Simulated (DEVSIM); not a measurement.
Device: Al/TiO2/p-In0.53Ga0.47As capacitor, at 250 K.

```csv
layer (left to right),material,thickness (nm),Na (cm⁻³)
1,TiO2,7.80,-
2,In0.53Ga0.47As,4600,1.5e15
```

Metal gate on the left, work function 4.1 eV. Fixed charge at the semiconductor interface -1.6e11 cm⁻² (in units of +e); no interface traps.

The device is made up for the run: typed textbook-type constants, with dimensions and the other settings drawn at random. Values at 300 K; Nc and Nv go as T^1.5, mobilities as T to minus their exponent, the gap by Varshni's rule with the affinity fixed.

| parameter | TiO2 | In0.53Ga0.47As |
|---|---|---|
| gap (eV) | 3.2 | 0.74 |
| affinity (eV) | 3.9 | 4.51 |
| permittivity | 60 | 13.9 |
| Nc (cm⁻³) | - | 2.1e17 |
| Nv (cm⁻³) | - | 7.7e18 |
| Varshni α (eV/K) | - | 0.00035 |
| Varshni β (K) | - | 190 |

Model (solved in DEVSIM): 1D Poisson equation in equilibrium, Boltzmann statistics, complete ionisation; no quantum confinement or tunnelling. Metal contacts follow the ideal Schottky-Mott rule: no Fermi-level pinning, no interface dipoles.

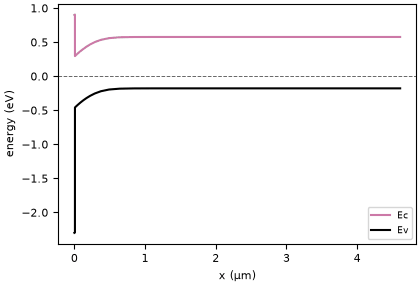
Figure: Band edges at -0.7 V on the gate

Energies count from the Fermi level of the right contact; mesh points crowd at the junctions.

```tsv
x (μm)	Ec (eV)	Ev (eV)	n (cm⁻³)	p (cm⁻³)	field (V/cm)
0.000	0.900	-2.300	< 1e2	< 1e2	7200
0.001276	0.901	-2.299	< 1e2	< 1e2	7200
0.003524	0.903	-2.297	< 1e2	< 1e2	7200
0.006078	0.904	-2.296	< 1e2	< 1e2	7200
0.007881	0.296	-0.459	1.7e11	3.3e9	10000
0.009440	0.297	-0.457	1.6e11	3.5e9	10000
0.01296	0.301	-0.454	1.4e11	4.2e9	10000
0.02532	0.313	-0.442	7.8e10	7.3e9	9700
0.04877	0.335	-0.419	2.8e10	2.1e10	9300
0.1016	0.381	-0.373	3.3e9	1.8e11	8200
0.2209	0.466	-0.289	6.5e7	8.8e12	5900
0.6402	0.572	-0.183	470000	1.2e15	420
1.435	0.576	-0.178	380000	1.5e15	≈ 0
2.913	0.576	-0.178	380000	1.5e15	≈ 0
4.035	0.576	-0.178	380000	1.5e15	≈ 0
4.355	0.576	-0.178	380000	1.5e15	≈ 0
4.496	0.576	-0.178	380000	1.5e15	≈ 0
4.559	0.576	-0.178	380000	1.5e15	≈ 0
4.592	0.576	-0.178	380000	1.5e15	≈ 0
4.601	0.576	-0.178	380000	1.5e15	≈ 0
4.606	0.576	-0.178	380000	1.5e15	≈ 0
4.608	0.576	-0.178	380000	1.5e15	≈ 0
```
